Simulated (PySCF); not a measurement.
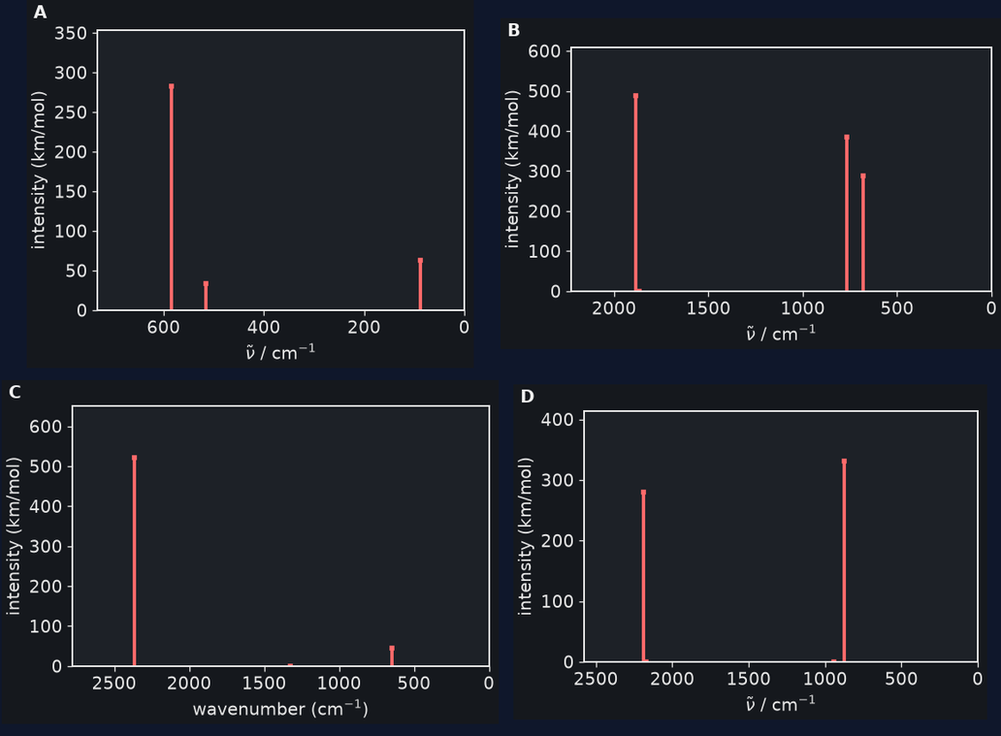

Unscaled harmonic wavenumbers and double-harmonic intensities, PBE/def2-TZVP with PySCF, isolated molecule. Structures are the lowest points that the searches found. Degenerate modes count as one line, with their intensities summed.

Which panel belongs to which molecule?
1. CaF₂, singlet
2. CO₂, singlet
3. SiH₄, singlet
4. AlH₃, singlet

A: 1 (most intense lines at 583.9, 88.4 and 515.0 cm⁻¹)
B: 4 (most intense lines at 1883.6, 766.0 and 680.7 cm⁻¹)
C: 2 (most intense lines at 2362.6 and 645.0 cm⁻¹)
D: 3 (most intense lines at 872.9 and 2187.4 cm⁻¹)
